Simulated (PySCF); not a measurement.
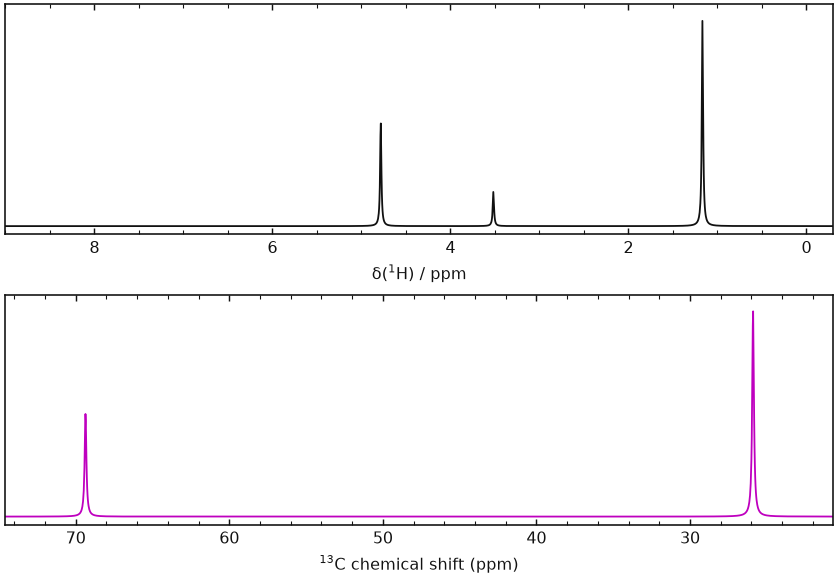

GIAO shifts, PBE0/pcSseg-1, PySCF 2.14.0, at a PBE0-D3(BJ)/def2-SVP geometry (no frequency check), against TMS for ¹H and TMS for ¹³C computed at the same level. Gas phase, fully decoupled, line heights follow the number of nuclei, widths are arbitrary (no quadrupolar broadening); values of one conformer, averaged over methyl-type rotors and exact or near symmetry; other conformers aren't averaged in.

### Which structure fits the spectrum?
A. C₃H₇O₃S⁻, SMILES CC(C)S(=O)(=O)[O-]
B. CH₄Cl₂Si, SMILES ClC[SiH2]Cl
C. C₄H₃F₅O, SMILES F[C@@H]1C[C@]1(F)OC(F)(F)F
D. C₃H₁₀OSi, SMILES CC(C)O[SiH3]

D. Its ¹H signals: 4.78 (3 H), 3.52 (1 H), 1.17 (6 H) ppm. Its ¹³C signals: 69.4 (1 C), 25.9 (2 C) ppm.
